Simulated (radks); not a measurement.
# Ru⁺ in [Kr] 4d7: an all-electron calculation

What are the levels of the ruthenium ion Ru+, how large are its shells, and how does its energy divide?

The numbers are computed with radks (a radial shooting solver on a logarithmic mesh, Libxc functionals) version 1 (non-relativistic Kohn-Sham, PW91, spin-polarised, spherical densities, point nucleus; open shells are filled with parallel spins first), except any that are marked as measured or tabulated.

### Step 1. What is computed

* element: ruthenium (Z = 44)
* charge: +1
* electrons: 43
* configuration: [Kr] 4d7

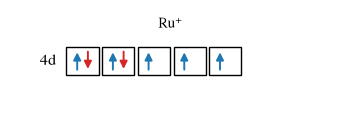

The shells outside the core, filled by Hund's rule for the drawing.

### Step 2. The run

Input:

```text
Z 44
configuration [Kr] 4d7
relativity non-relativistic
functional pw91,pw91
spin polarised
nucleus point
```

Launch:

```bash
$ python run_ks.py task.json out
```

This one command runs every case of the session in turn.

Q: Predict the outcome of this run.

As calculated:

```
                        quantity                     value
                    total energy       -4443.70316 hartree
exchange-correlation share of it                    2.96 %
                            −T/E                    0.9995
          highest occupied level       4d down, -11.644 eV
    most extended occupied level  4d down, <r> = 1.65 bohr
 radius at density 0.001 e/bohr³                 3.79 bohr
    maxima of the radial density                         4
         ionisation energy, NIST       16.8 (semi-emp.) eV
```

**Reading.** The radial density shows 4 maxima for 4 occupied principal shells. −T/E = 0.9995, near the virial value of 1. Minus the highest eigenvalue, 11.644 eV, is 69 % of the tabulated ionisation energy (16.8 eV); the potential of a semilocal functional falls off too fast, so its top eigenvalue is too shallow. Relativity is left out here, which matters for elements this heavy. Open shells are spherical and high-spin; term and fine-structure splittings are not resolved.
